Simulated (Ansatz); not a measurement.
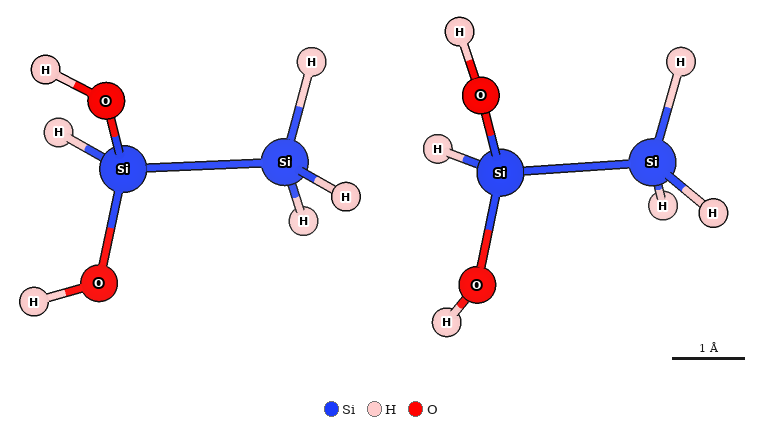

Two geometries of Si2H6O2, drawn at one scale. One is the start of a relaxation, the other its converged end. Style: ball-and-stick. Shown at a tilt.

Theory: Ansatz, RKS BHLYP/6-31G*. Set-up: no spin polarisation; force threshold 0.02 eV/Å; at most 40 steps.

### Which one is relaxed?

The left one is the relaxed one. The run prepares the start of a later molecular dynamics calculation, from a guessed geometry. After 11 accepted moves (12 points after the start) the energy has fallen by 46.0 kJ/mol. Largest force component: 2.3 eV/Å at the start, 0.0082 eV/Å at the end. The line search rejected the trial step at point 11 of the run. The forces were under the threshold at step 10, but the run went on from there. The largest move after the best rigid fit is that of an H atom, 0.81 Å. By element the largest moves are H 0.81 Å, O 0.39 Å, Si 0.18 Å. Near-neighbour distances that change, for instance: Si–Si 2.220 → 2.324 Å, H–O 1.010 → 0.956 Å, O–Si 1.680 → 1.653 Å, H–Si 1.459 → 1.486 Å. Among the angles between lasting bonds that change: Si–O–H 109.5° → 118.7°, Si–O–H 109.5° → 118.0°, Si–Si–H 109.5° → 113.4°. Groups turn about O–Si by about 75°, O–Si by about 55°. Cost: 52 s on 1 thread of Arm Neoverse V1, with other jobs on the host, peak memory 0.16 GiB.
